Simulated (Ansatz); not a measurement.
H12N3Si3 (doublet)

The calculation's input:

```
crystal:
  periodic: [false, false, false]
  atoms:
    - {symbol: Si, position_ang: [0.722697, 0.134352, 0.826187]}
    - {symbol: N, position_ang: [1.071506, -0.036075, -1.044596]}
    - {symbol: Si, position_ang: [-0.154059, -0.746333, -2.091871]}
    - {symbol: N, position_ang: [-0.483046, 1.439596, 0.889523]}
    - {symbol: Si, position_ang: [-2.146920, 1.213607, 1.287290]}
    - {symbol: H, position_ang: [-0.246669, -0.994345, 1.027563]}
    - {symbol: H, position_ang: [1.904501, -0.772723, -0.539267]}
    - {symbol: N, position_ang: [2.242142, -1.136274, 0.752198]}
    - {symbol: H, position_ang: [1.479658, 0.809334, -1.429627]}
    - {symbol: H, position_ang: [-1.414617, 0.031617, -2.048738]}
    - {symbol: H, position_ang: [-0.382688, -2.128346, -1.610818]}
    - {symbol: H, position_ang: [0.360363, -0.769604, -3.486253]}
    - {symbol: H, position_ang: [-0.125663, 2.373790, 1.026419]}
    - {symbol: H, position_ang: [-2.368908, 0.628154, 2.641480]}
    - {symbol: H, position_ang: [-2.802373, 0.299258, 0.313166]}
    - {symbol: H, position_ang: [-2.836870, 2.534013, 1.249830]}
    - {symbol: H, position_ang: [2.062951, -2.071639, 1.100621]}
    - {symbol: H, position_ang: [3.118197, -0.808282, 1.136994]}
basis:
  gaussian: {orbitals: def2-TZVPP}
magnetization: {spin_polarized: true, initial_magnetization: 1}
hamiltonian: {xc: pbe0, dispersion: d4}
output: {orbitals: {seedname: orbitals}}
```

Launched as:

```sh
ansatz run in.yaml --threads 4 --pin off --events-out ev --progress --plain --max-ram 46080MiB --backend cuda --devices 0, --max-vram 37GiB
```

A transition-state structure; geometry: PBE0-D4/def2-TZVP.

Level of theory: UKS PBE0-D4/def2-TZVPP in Ansatz.

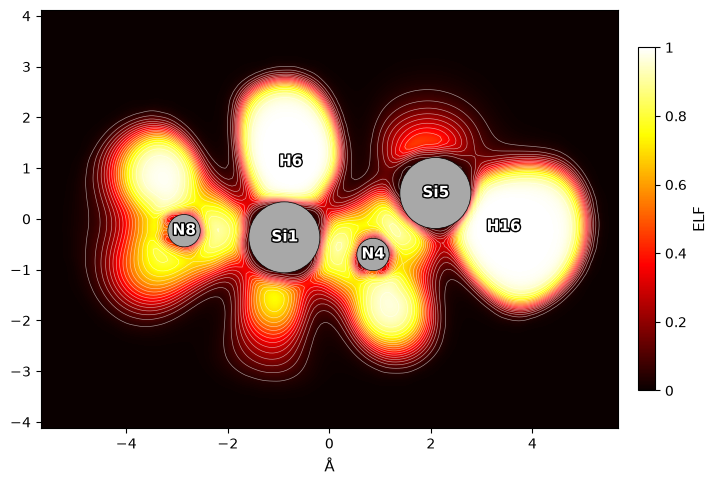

Figure 1. Electron localisation function on the plane of atoms N4, Si5 and H16. Grey discs cover the atomic cores.

What does the map show?

- The plane passes through Si, N and H nuclei.
- Si–N (1.73 Å): the ELF peaks at about 0.90 between the atoms: a polar covalent bond.
- Si–N (1.78 Å): the ELF peaks at about 0.90 between the atoms, as expected for a polar covalent bond.
- Si–N (1.98 Å): the ELF peaks at about 0.90 between the atoms (a polar covalent bond).
- Si–H (1.50 Å): the ELF climbs to about 1 towards the hydrogen, as it does in any bond to H.

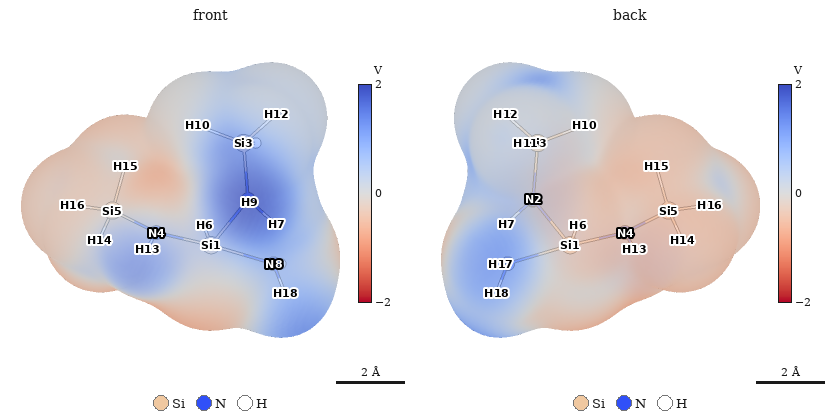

Figure 2. The molecular electrostatic potential painted on the density surface at 0.001 e/bohr³, seen from the front and from behind; the colour scale runs from red (negative) to blue (positive).

Which sites attract a positive test charge, and which a negative one?

A positive charge is drawn to the negative regions and a negative charge to the positive ones. The most negative region (about −0.6 V) lies over N4, the most positive (about +1.7 V) over H9.

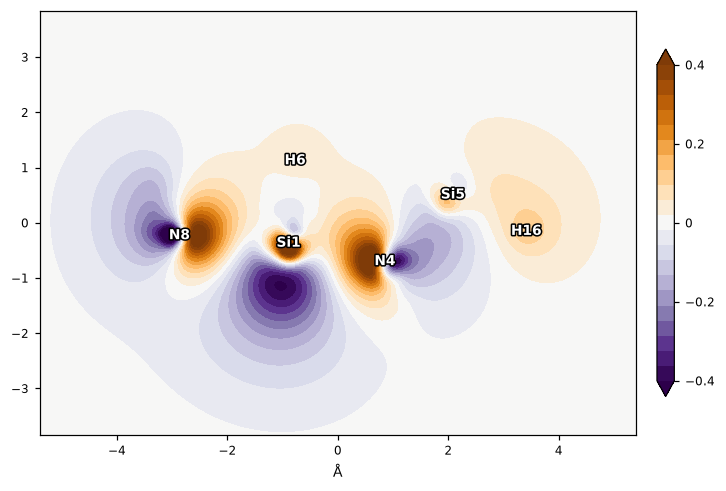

Figure 3. The HOMO (α) on the plane of atoms N4, Si5 and H16 (values in Å⁻³ᐟ²; the overall sign is arbitrary).

Describe this orbital and give its energy.

It lies mainly on Si1 (about 55 %), N8 (about 15 %) and N4 (about 15 %). Its energy is −4.37 eV.
